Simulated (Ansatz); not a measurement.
Hypothetical zinc blende PbTe under a change: 2 layers

The parent structure is PbTe in the zinc blende structure (space group F-43m, No. 216; a = 7.2844 Å; a hypothetical phase, not in the database extracts checked). Axes: x, y, z lie along the cube axes.

Perturbation: a free-standing slab of 2 layers (4 atoms, 2 a layer) is cut normal to [110], with 15 Å of vacuum and the in-plane cell held at bulk.

Method: r2SCAN, PAW, 500 eV (Ansatz, a program for electronic structure; no spin-orbit coupling). Settings: 7×5×1 k-points, 0.05 eV Fermi–Dirac smearing, for the changed cell.

The shortest interatomic distance falls by 0.168 Å to 2.986 Å and the band gap increases by 0.86 eV (0.75 eV → 1.61 eV). The gap character comes out as indirect, Γ–X (43 % along) → Γ and the smallest direct gap grows by 0.37 eV to 1.74 eV. The excess energy per area of both faces (slab less bulk energy over the cell's area: twice a surface energy) is 0.29 J/m² and the thickness between the outermost nuclei comes out as 2.71 Å.

Final structure:

```yaml
crystal:
  lattice:
    - [5.15085, 0.00000, 0.00000]
    - [0.00000, 7.28440, 0.00000]
    - [0.00000, 0.00000, 17.57542]
  atoms:
    - { symbol: Te, position: [0.75000, 0.49056, 0.44895] }
    - { symbol: Pb, position: [0.25000, 0.25944, 0.42277] }
    - { symbol: Te, position: [0.25000, 0.99056, 0.55105] }
    - { symbol: Pb, position: [0.75000, 0.75944, 0.57723] }
```

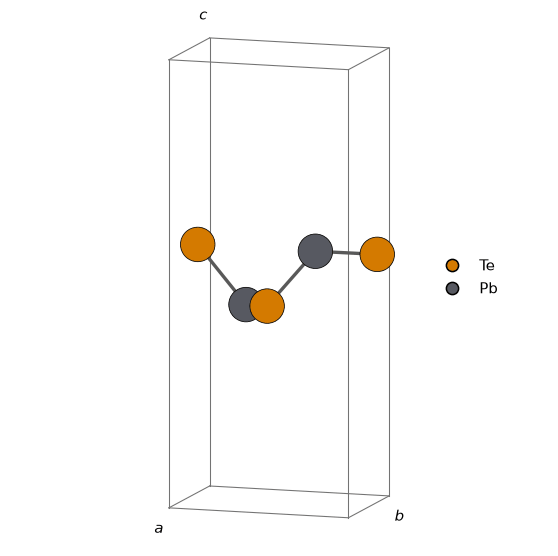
Figure: The relaxed cell after the change

Slab and bulk use different k-meshes, which limits the precision of the excess energy. Spin-orbit coupling, missing from the scalar runs, can matter with Pb and Te. Whether these cells are dynamically stable was not tested. Labels are those of the standard path for the cell's own space group.
